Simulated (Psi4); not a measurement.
**H3S+ (sulfonium): FNO-CCSD(T)/LANL2DZ (core potential, Cartesian functions)**

What is the energy change on altering one bond length of H3S+ (sulfonium) at FNO-CCSD(T)/LANL2DZ (core potential, Cartesian functions)? 

The calculation is run with Psi4 1.11.

3 further runs of the same task are left out: 3 set aside as unsound or not needed.

### Step 1. Starting point

The species is H3S+ (4 atoms), meant as a singlet with charge +1. SMILES: `[SH3+]`. The shape is that of a GFN2-xTB (4 decimals) optimisation.

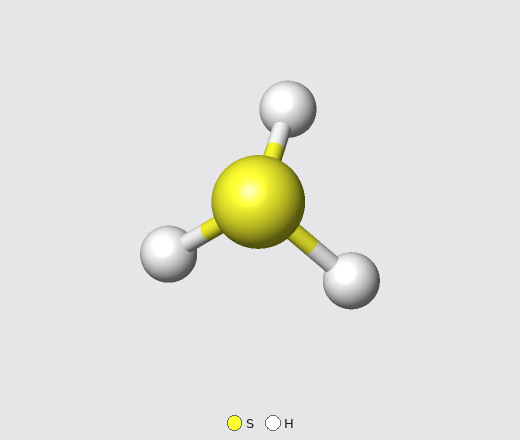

The structure, seen from a chosen angle (sulfur yellow, hydrogen white).

### Step 2. A single-point energy at FNO-CCSD(T)/LANL2DZ (core potential, Cartesian functions)

File h3s.sdf:

```

     RDKit          3D

  4  3  0  0  0  0  0  0  0  0999 V2000
    0.3016   -0.1009   -0.4460 S   0  0  0  0  0  0  0  0  0  0  0  0
    0.8480    0.2809    0.7343 H   0  0  0  0  0  0  0  0  0  0  0  0
   -0.4941   -1.0379    0.1250 H   0  0  0  0  0  0  0  0  0  0  0  0
   -0.6555    0.8579   -0.4134 H   0  0  0  0  0  0  0  0  0  0  0  0
  2  1  1  0
  3  1  1  0
  4  1  1  0
M  CHG  1   1   1
M  END
$$$$
```

File job.py:

```python
import psi4
from rdkit import Chem

psi4.set_memory('1600 MB')
psi4.set_num_threads(1)
psi4.core.set_output_file('output.dat', False)

rd = Chem.SDMolSupplier('h3s.sdf', removeHs=False, sanitize=False)[0]
xyz = rd.GetConformer().GetPositions()
atoms = '\n'.join(f'{a.GetSymbol()} {x:.4f} {y:.4f} {z:.4f}' for a, (x, y, z) in zip(rd.GetAtoms(), xyz))
molecule = psi4.geometry('1 1\n' + atoms + '\nsymmetry c1')

psi4.set_options({
    'scf_type': 'pk',
    'num_frozen_docc': 0,
})

result = psi4.energy('fno-ccsd(t)/LANL2DZ')
print(f'total energy {result:.8f} hartree = {result * 27.211386:.5f} eV')
for k, v in sorted(psi4.core.scalar_variables().items()):
    print(f'{k:45s} {v:18.10f}')
```

Started as:

```
$ python job.py
```

output.dat:

```text
[...]
    !!!  WARNING: ECP capability is in beta. Please check occupations closely.  !!!
[...]
  Running in c1 symmetry.
[...]
  Nuclear repulsion =    7.830575429756397
[...]
  Multiplicity = 1
[...]
  Nalpha       = 4
  Nbeta        = 4
[...]
    Number of basis functions: 14
[...]
   @RHF iter   1:   -11.25410104641872   -7.19004e-01   1.20602e-02 DIIS/ADIIS
[...]
   @RHF iter   9:   -11.27693419838247   -3.90799e-14   1.18374e-09 DIIS
[...]
    Orbital Energies [Eh]
    ---------------------
    Doubly Occupied:
       1A     -1.371177     2A     -0.908235     3A     -0.908185
       4A     -0.784351
[...]
  @RHF Final Energy:   -11.27693419838247
   => Energetics <=
    Nuclear Repulsion Energy =              7.8305754297563972
    One-Electron Energy =                 -30.2711242080537417
    Two-Electron Energy =                  11.1636145799148743
    Total Energy =                        -11.2769341983824702
[...]
 Multipole Moments:
 ------------------------------------------------------------------------------------
     Multipole            Electronic (a.u.)      Nuclear  (a.u.)        Total (a.u.)
 ------------------------------------------------------------------------------------
 L = 1.  Multiply by 2.5417464519 to convert [e a0] to [Debye]
 Dipole X            :          1.0583193           -1.6888777           -0.6305584
 Dipole Y            :         -0.3540542            0.5650125            0.2109583
 Dipole Z            :         -1.5648535            2.4973384            0.9324848
 Magnitude           :                                                    1.1452665
[...]
      * MP2 total energy:                    -11.339507905010
[...]
      * MP2 total energy:                    -11.339507905010
[...]
      * MP3 total energy:                    -11.353460184203
[...]
      * CCSD total energy:                   -11.359481135740
[...]
      * CCSD(T) total energy                 -11.360029135812
[...]
```

It took 2.9 s on 1 thread of AMD EPYC 7R43 (Zen 3), shared host; peak memory 0.21 GiB.

### Step 3. The distorted shape

File input.json:

```json
{
  "schema_name": "qcschema_input",
  "schema_version": 1,
  "molecule": {
    "schema_name": "qcschema_molecule",
    "schema_version": 2,
    "symbols": ["S", "H", "H", "H"],
    "geometry": [1.8360768, -1.45905187, -0.88572786, 2.86862315, -0.73749775, 1.34471588, 0.33228944, -3.22976304, 0.19326796, -1.23871547, 1.62123384, -0.78128837],
    "molecular_charge": 1,
    "molecular_multiplicity": 1,
    "fix_symmetry": "c1"
  },
  "driver": "energy",
  "model": {
    "method": "fno-ccsd(t)",
    "basis": "LANL2DZ"
  },
  "keywords": {
    "scf_type": "pk",
    "num_frozen_docc": 0
  }
}
```

Started as:

```
$ psi4 --qcschema input.json -n 1 --memory 1600MB
```

stdout:

```text
[...]
    !!!  WARNING: ECP capability is in beta. Please check occupations closely.  !!!
[...]
  Running in c1 symmetry.
[...]
  Nuclear repulsion =    6.715705990912741
[...]
  Multiplicity = 1
[...]
  Nalpha       = 4
  Nbeta        = 4
[...]
    Number of basis functions: 14
[...]
   @RHF iter   1:   -11.14986763015635   -8.58091e-01   8.52937e-03 DIIS/ADIIS
[...]
   @RHF iter  10:   -11.16396491756870   -8.70415e-14   2.12856e-09 DIIS
[...]
    Orbital Energies [Eh]
    ---------------------
    Doubly Occupied:
       1A     -1.293118     2A     -0.872348     3A     -0.778081
       4A     -0.693449
[...]
  @RHF Final Energy:   -11.16396491756870
   => Energetics <=
    Nuclear Repulsion Energy =              6.7157059909127410
    One-Electron Energy =                 -28.4853499596177926
    Two-Electron Energy =                  10.6056790511363470
    Total Energy =                        -11.1639649175687037
[...]
 Multipole Moments:
 ------------------------------------------------------------------------------------
     Multipole            Electronic (a.u.)      Nuclear  (a.u.)        Total (a.u.)
 ------------------------------------------------------------------------------------
 L = 1.  Multiply by 2.5417464519 to convert [e a0] to [Debye]
 Dipole X            :          1.2679945           -2.6269440           -1.3589495
 Dipole Y            :         -0.5506188            1.5046845            0.9540657
 Dipole Z            :         -1.6010250            2.5290426            0.9280176
 Magnitude           :                                                    1.9021572
[...]
      * MP2 total energy:                    -11.242025017880
[...]
      * MP2 total energy:                    -11.242025017880
[...]
      * MP3 total energy:                    -11.259877640778
[...]
      * CCSD total energy:                   -11.276654557141
[...]
      * CCSD(T) total energy                 -11.278211507432
[...]
```

The result, in JSON:

```text
{
 "driver": "energy",
 "model": {
  "method": "fno-ccsd(t)",
  "basis": "LANL2DZ"
 },
 "success": true,
 "return_result": -11.278211507432426,
 "properties": {
  "calcinfo_nbasis": 14,
  "calcinfo_nmo": 14,
  "calcinfo_nalpha": 4,
  "calcinfo_nbeta": 4,
  "calcinfo_natom": 4,
  "nuclear_repulsion_energy": 6.715705990912741,
  "return_energy": -11.278211507432426,
  "scf_one_electron_energy": -28.485349959617793,
  "scf_two_electron_energy": 10.605679051136347,
  "scf_dipole_moment": [-1.3589495452741664, 0.9540656560510824, 0.9280176350377827],
  "scf_total_energy": -11.163964917568704,
  "scf_iterations": 10,
  "mp2_same_spin_correlation_energy": -0.007064280441100874,
  "mp2_opposite_spin_correlation_energy": -0.07099581987025352,
  "mp2_singles_energy": 0.0,
  "mp2_doubles_energy": -0.0780601003113544,
  "mp2_correlation_energy": -0.0780601003113544,
  "mp2_total_energy": -11.242025017880058,
  "ccsd_same_spin_correlation_energy": -0.00503567468936477,
  "ccsd_opposite_spin_correlation_energy": -0.10765396488244364,
  "ccsd_singles_energy": 0.0,
  "ccsd_doubles_energy": -0.1126896395718084,
  "ccsd_correlation_energy": -0.11268963957180848,
  "ccsd_total_energy": -11.276654557140512,
  "ccsd_iterations": 14,
  "ccsd_prt_pr_correlation_energy": -0.11424658986372159,
  "ccsd_prt_pr_total_energy": -11.278211507432426
 }
}
```

Run time: 3.6 s. Hardware: 1 thread of AMD EPYC 7R43 (Zen 3), shared host; peak memory 0.18 GiB.

### Step 4. Outcome

At FNO-CCSD(T)/LANL2DZ (core potential, Cartesian functions):

| quantity | value |
| --- | --- |
| first shape: total energy | -11.36003 Eh |
| first shape: HOMO energy (Hartree–Fock orbitals) | -21.34 eV |
| first shape: LUMO energy (Hartree–Fock orbitals) | -2.91 eV |
| first shape: HOMO–LUMO gap (Hartree–Fock orbitals) | 18.43 eV |
| first shape: correlation energy | -83.1 mEh |
| first shape: (T) correction | -0.55 mEh |
| first shape: T1 diagnostic | 0.007 |
| distorted shape: total energy | -11.27821 Eh |
| distorted shape: HOMO energy (Hartree–Fock orbitals) | -18.87 eV |
| distorted shape: LUMO energy (Hartree–Fock orbitals) | -8.37 eV |
| distorted shape: HOMO–LUMO gap (Hartree–Fock orbitals) | 10.50 eV |
| distorted shape: correlation energy | -114.2 mEh |
| distorted shape: (T) correction | -1.56 mEh |
| distorted shape: T1 diagnostic | 0.043 |
| energy change with the S1–H4 bond stretched from 1.355 to 2.304 Å | 2.226 eV |

With the S1–H4 bond stretched from 1.355 to 2.304 Å the energy rises by 2.23 eV (215 kJ/mol). The first shape isn't relaxed at this level, so the change isn't measured from a minimum. The triples (first shape) make up 0.7 % of the correlation energy. The T1 diagnostic (distorted shape) of 0.043 is above the customary mark for such species, so a single reference may not serve. The triples (distorted shape) make up 1.4 % of the correlation energy.
